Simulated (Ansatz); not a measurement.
The reference is SiO2 in the rutile structure (space group P4_2/mnm, No. 136; a = 4.1852 Å, c = 2.6688 Å).

Structures relaxed with plane-wave PAW DFT at the r2SCAN level (Ansatz, a first-principles code, 500 eV), no spin-orbit coupling.

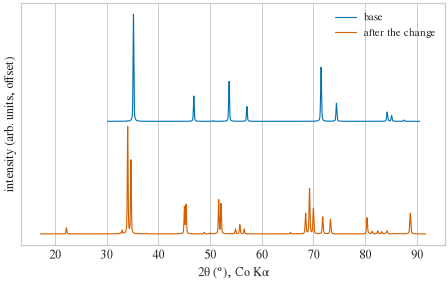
Figure. Simulated powder patterns before (top) and after one change

Task: What was done to the base?
A. x(C) = 0.25, 12 atoms, C2/m
B. x(C) = 0.25, 12 atoms, Cmmm
C. x(C) = 0.5, 12 atoms, Pmm2
D. x(C) = 0.375, 12 atoms, Pm

Result: A, x(C) = 0.25, 12 atoms, C2/m. Its volume per atom is 8.47 Å³ against 7.79 Å³, and its space group is C2/m (No. 12).

Other magnetic orders, which the real material may have, were not ruled out. These are small ordered cells, not random alloys; other orderings at the same x differ. Whether these cells are dynamically stable was not tested. Spin-polarised in the final run: SiCO; the other runs are not. Under x(C) = 0.5, 12 atoms, Pmm2 the cell changed shape so far that it is another structure.
